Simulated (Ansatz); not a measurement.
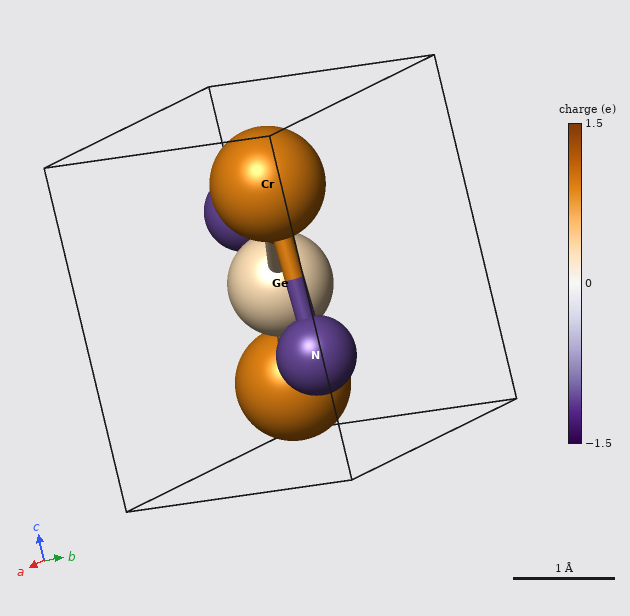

A ball-and-stick rendering, viewed slightly off an axis. The lines enclose the cell (the run's own, in a reduced setting); boundary atoms appear with their images. The atoms of this Cr₂GeN₂ cell are coloured by their Bader charge.

The calculation used DFT PBE, scalar-relativistic, plane waves, PAW (Ansatz), with an energy cutoff of 420 eV, k-points about 0.16 Å⁻¹ apart, Gaussian smearing of 0.1 eV, no spin polarisation (a spin-restricted run, not always the ground state).

> What charges do the elements carry?

Most positive: Cr; most negative: N. Charges: about Cr +0.9 e; Ge +0.3 e; N -1.1 e.

The cell started as a random cell made by a generator, so it need not be a real form of the compound. Earlier steps of the study may have refined or changed the cell and positions. An electronic-structure calculation with Ansatz was run on it.
